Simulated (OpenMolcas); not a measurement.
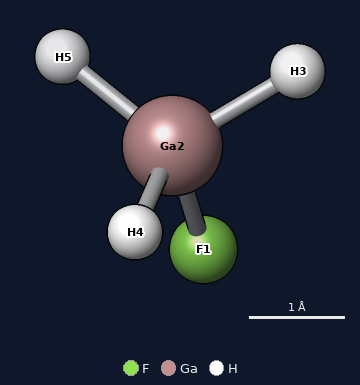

*The structure as given in the input (ball-and-stick view, seen at an oblique angle; atoms are numbered from 1 in the order of the input). Sticks mark near contacts.*

**Excited-state calculation of GaH$_{3}$F (charge −1) (part 1 of 3)**

- system: GaH$_{3}$F, charge −1, SMILES [F][GaH3-]
- method: MC-PDFT (trevPBE)/ANO-S-VDZ (OpenMolcas 26.06)

The geometry comes from this level: GFN2-xTB.

The input
```
* FGaH3 MC-PDFT

&GATEWAY
  Coord
  5
  angstrom
  F       -0.500550      -0.495900       1.533090
  Ga       0.029420       0.026920      -0.084310
  H       -0.873870       1.229730      -0.473840
  H       -0.177300      -1.196140      -1.021500
  H        1.522310       0.435400       0.046550
  Basis=ANO-S-VDZ
  Group=NoSym

&SEWARD

&RASSCF
  FileOrb=$CurrDir/step2.RasOrb
  Spin=1
  Nactel=6 0 0
  Inactive=19
  Ras2=6
  CIRoot=5 5 1
  OrbListing=Nothing
  OrbAppear=Compact
  XMSI

&MCPDFT
  KSDFT=T:revPBE
  MSPDFT
```

Hardware: 1 thread of Arm Neoverse V2, 24 GiB of memory available, shared host.

Launch command:
```bash
export MOLCAS_MEM=1860
pymolcas step16.input > step16.log
```

Output
```
--- Start Module: gateway ---

                                              &GATEWAY

                       available to each process: 1.9 GB of memory, 1 thread

++    Symmetry information:
      ---------------------

                    Character Table for C1

                             E
                    a        1  x, y, xy, Rz, z, xz, Ry, yz, Rx, I
--

++    Basis set information:
      ----------------------

      Basis set label: F.ANO-S...3S2P.

      Electronic valence basis set:
      ------------------
      Associated Effective Charge   9.000000 au
      Associated Actual Charge      9.000000 au
      Nuclear Model: Point charge

      Shell  nPrim  nBasis  Cartesian Spherical Contaminant
         s      10       3        X
         p       6       2        X

      Basis set label: GA.ANO-S...5S4P1D.

      Electronic valence basis set:
      ------------------
      Associated Effective Charge  31.000000 au
      Associated Actual Charge     31.000000 au
      Nuclear Model: Point charge

      Shell  nPrim  nBasis  Cartesian Spherical Contaminant
         s      17       5        X
         p      15       4        X
         d       9       1                 X

      Basis set label: H.ANO-S...2S.

      Electronic valence basis set:
      ------------------
      Associated Effective Charge   1.000000 au
      Associated Actual Charge      1.000000 au
      Nuclear Model: Point charge

      Shell  nPrim  nBasis  Cartesian Spherical Contaminant
         s       7       2        X
--

++    Molecular structure info:
      -------------------------

                    ************************************************
                    **** Cartesian Coordinates / bohr, angstrom ****
                    ************************************************

     Center  Label                x              y              z                     x              y              z
        1      F1              -0.945902      -0.937115       2.897120             -0.500550      -0.495900       1.533090
        2      GA2              0.055596       0.050871      -0.159323              0.029420       0.026920      -0.084310
        3      H3              -1.651375       2.323853      -0.895428             -0.873870       1.229730      -0.473840
        4      H4              -0.335048      -2.260377      -1.930355             -0.177300      -1.196140      -1.021500
        5      H5               2.876749       0.822787       0.087967              1.522310       0.435400       0.046550

                    ***************************************
                    *    InterNuclear Distances / bohr    *
                    ***************************************

               1 F1            2 GA2           3 H3            4 H4            5 H5
    1 F1       0.000000
    2 GA2      3.364663        0.000000
    3 H3       5.051240        2.936332        0.000000
    4 H4       5.042686        2.937861        4.880467        0.000000
    5 H5       5.059769        2.935287        4.870746        4.888268        0.000000

                    *******************************************
                    *    InterNuclear Distances / angstrom    *
                    *******************************************

               1 F1            2 GA2           3 H3            4 H4            5 H5
    1 F1       0.000000
    2 GA2      1.780503        0.000000
    3 H3       2.673001        1.553840        0.000000
    4 H4       2.668475        1.554649        2.582632        0.000000
    5 H5       2.677514        1.553287        2.577488        2.586760        0.000000

                    **************************************
                    *    Valence Bond Angles / degree    *
                    **************************************
                          Atom centers                 Phi
                      3 H3       2 GA2      4 H4       112.37
                      3 H3       2 GA2      5 H5       112.10
                      4 H4       2 GA2      5 H5       112.67
--

            Nuclear Potential Energy            120.55107584 au

--- Stop Module: gateway /rc=_RC_ALL_IS_WELL_ ---

--- Start Module: seward ---

                                              &SEWARD

                       available to each process: 1.9 GB of memory, 1 thread

               SEWARD will generate:
                  Multipole Moment integrals up to order  2
                  Kinetic Energy integrals
                  Nuclear Attraction integrals (point charge)
                  One-Electron Hamiltonian integrals
                  Velocity integrals
                  Orbital angular momentum around ( -0.1456  -0.1474   0.4541 )
                  Velocity quadrupole around ( -0.1456  -0.1474   0.4541 )
                  Two-Electron Repulsion integrals

                   Integrals are discarded if absolute value <: 1.00E-14
                   Integral cutoff threshold is set to       <: 1.00E-16

            Nuclear Potential Energy            120.55107584 au

      Basis set specifications :
      Symmetry species         a
      Basis functions           37

--- Stop Module: seward /rc=_RC_ALL_IS_WELL_ ---
--- Module seward spent 1 second ---

--- Start Module: rasscf ---

                                              &RASSCF

                       available to each process: 1.9 GB of memory, 1 thread

      Header of the ONEINT file:
      --------------------------

      OrdInt status: non-squared

      Cartesian coordinates in angstrom:
      -----------------------------------------------------
      No.  Label        X            Y            Z
      -----------------------------------------------------
       1   F1        -0.50055000  -0.49590000   1.53309000
       2   GA2        0.02942000   0.02692000  -0.08431000
       3   H3        -0.87387000   1.22973000  -0.47384000
       4   H4        -0.17730000  -1.19614000  -1.02150000
       5   H5         1.52231000   0.43540000   0.04655000
      -----------------------------------------------------
      Nuclear repulsion energy =  120.55107584

++    Wave function specifications:
      -----------------------------

      Number of closed shell electrons          38
      Number of electrons in active shells       6
      Max number of holes in RAS1 space          0
      Max nr of electrons in RAS3 space          0
      Number of inactive orbitals               19
      Number of active orbitals                  6
      Number of secondary orbitals              12
      Spin quantum number                      0.0
      State symmetry                             1
--

++    Orbital specifications:
      -----------------------

      Symmetry species                           1
                                                 a
      Frozen orbitals                            0
      Inactive orbitals                         19
      Active orbitals                            6
      RAS1 orbitals                              0
      RAS2 orbitals                              6
      RAS3 orbitals                              0
      Secondary orbitals                        12
      Deleted orbitals                           0
      Number of basis functions                 37
--

++    CI expansion specifications:
      ----------------------------

      Number of CSFs                           175
      Number of spin combinations              210
      Number of determinants                   400
      Number of root(s) required                 5
      Root chosen for geometry opt.              5
      CI roots used                              1     2     3     4     5
      weights                                0.200 0.200 0.200 0.200 0.200
      highest root included in the CI            5
      max. size of the explicit Hamiltonian    175
--

++    Optimization specifications:
      ----------------------------

      RASSCF algorithm: Conventional
      Maximum number of macro iterations       200
      Maximum number of SX iterations          100
      Threshold for RASSCF energy            1.000E-08
      Threshold for max MO rotation          1.000E-01
      Threshold for max BLB element          1.000E-04
      Level shift parameter                  5.000E-01
      Make Quasi-Newton update
--

      The MO-coefficients are taken from the file:
      step2.RasOrb
      Title: RASSCF average (pseudo-natural) orbitals

      Total molecular charge   -1.00

      ************************************************************************************************************************
      *                                            Wave function control section                                             *
      ************************************************************************************************************************

                                         RASSCF iterations: Energy and convergence statistics
                                         ----------------------------------------------------

          iter iter root      energy       change     param      element    value   shift minimum  type update hh:mm:ss
 Nr of preliminary CI iterations:   1
      Total energies have been shifted. Add                -2000.00 au
        1   1    4    0   -24.29883552    0.00E+00  -2.60E-05   18  30 1 -2.23E-06   0.37   0.00    SX    NO    0:00:00
        2   1    4    0   -24.29883552   -2.29E-10  -1.24E-05   18  30 1 -1.35E-06   0.37   0.00    SX    NO    0:00:00
        3   1    3    0   -24.29883552   -7.75E-11  -7.17E-06   24  27 1 -9.68E-07   0.37   0.00    SX    NO    0:00:00
        4   1    3    0   -24.29883552   -3.14E-11  -4.59E-06   24  27 1 -8.66E-07   0.37   0.00    SX    NO    0:00:00
      Convergence after  4 iterations
        5   1    3    0   -24.29883552   -1.86E-11  -4.59E-06   24  27 1 -7.76E-07   0.37   0.00    SX    NO    0:00:00

 =======================================================================

           Do_Rotate.txt is found in scratch directory.
           Following properties are for XMS intermediate states.

 =======================================================================

      ************************************************************************************************************************
                                                      Wave function printout:
                       occupation of active orbitals, and spin coupling of open shells (u,d: Spin up or down)
      ************************************************************************************************************************

      Note: transformation to natural orbitals
      has been made, which may change the order of the CSFs.

      printout of CI-coefficients larger than  0.05 for root  1
      energy=   -2024.508747
      conf/sym  111111     Coeff  Weight
             1  222000  -0.99377 0.98757
            16  220002   0.08380 0.00702

      printout of CI-coefficients larger than  0.05 for root  2
      energy=   -2024.262691
      conf/sym  111111     Coeff  Weight
             2  22ud00  -0.97699 0.95450
            14  220u0d  -0.12740 0.01623
            26  u2du0d   0.09708 0.00943
            47  2uudd0  -0.06549 0.00429
            51  u2ud0d  -0.05766 0.00332

      printout of CI-coefficients larger than  0.05 for root  3
      energy=   -2024.253800
      conf/sym  111111     Coeff  Weight
             5  2u2d00  -0.98715 0.97446
            20  2udu0d   0.07340 0.00539
            48  2uud0d  -0.05092 0.00259
            62  2u0d02  -0.08460 0.00716

      printout of CI-coefficients larger than  0.05 for root  4
      energy=   -2024.239625
      conf/sym  111111     Coeff  Weight
             3  22u0d0   0.98101 0.96238
            15  2200ud   0.13300 0.01769
            27  u2d0ud  -0.08747 0.00765
            52  u2u0dd   0.05780 0.00334

      printout of CI-coefficients larger than  0.05 for root  5
      energy=   -2024.229316
      conf/sym  111111     Coeff  Weight
             6  2u20d0  -0.98478 0.96979
            21  2ud0ud   0.07998 0.00640
            49  2uu0dd  -0.05222 0.00273
            63  2u00d2  -0.08451 0.00714

      Natural orbitals and occupation numbers for root  1
      sym 1:   1.999473   1.999213   1.979642   0.000226   0.000489   0.020958

      Natural orbitals and occupation numbers for root  2
      sym 1:   1.980754   1.991901   0.990564   1.010932   0.004634   0.021215

      Natural orbitals and occupation numbers for root  3
      sym 1:   1.994844   1.001884   1.976331   0.999662   0.002036   0.025242

      Natural orbitals and occupation numbers for root  4
      sym 1:   1.983733   1.994716   0.986278   0.000392   1.016957   0.017923

      Natural orbitals and occupation numbers for root  5
      sym 1:   1.993595   1.076790   1.972657   0.002663   0.928155   0.026140

      ************************************************************************************************************************
      *                                                    Final results                                                     *
      ************************************************************************************************************************

++    Final optimization conditions:
      ------------------------------

      Average CI energy                           -2024.29883552
      RASSCF energy for state  5                  -2024.22931556
      Super-CI energy                                -0.00000000
      RASSCF energy change                           -0.00000000
      Max change in MO coefficients              -7.318E-06
      Max non-diagonal density matrix element    -4.587E-06
      Maximum BLB matrix element                 -7.759E-07
      (orbital pair  24,  27 in symmetry   1)
      Norm of electronic gradient            7.008E-02
--

      Final state energy(ies):
      ------------------------

::    RASSCF root number  1 Total energy:  -2024.50874703
::    RASSCF root number  2 Total energy:  -2024.26269076
::    RASSCF root number  3 Total energy:  -2024.25379961
::    RASSCF root number  4 Total energy:  -2024.23962466
::    RASSCF root number  5 Total energy:  -2024.22931556
      Von Neumann Entropy (Root   1) =  0.08889

      Mulliken population analysis for root number:  1
      -----------------------------------------------

++    Molecular charges:
      ------------------
```
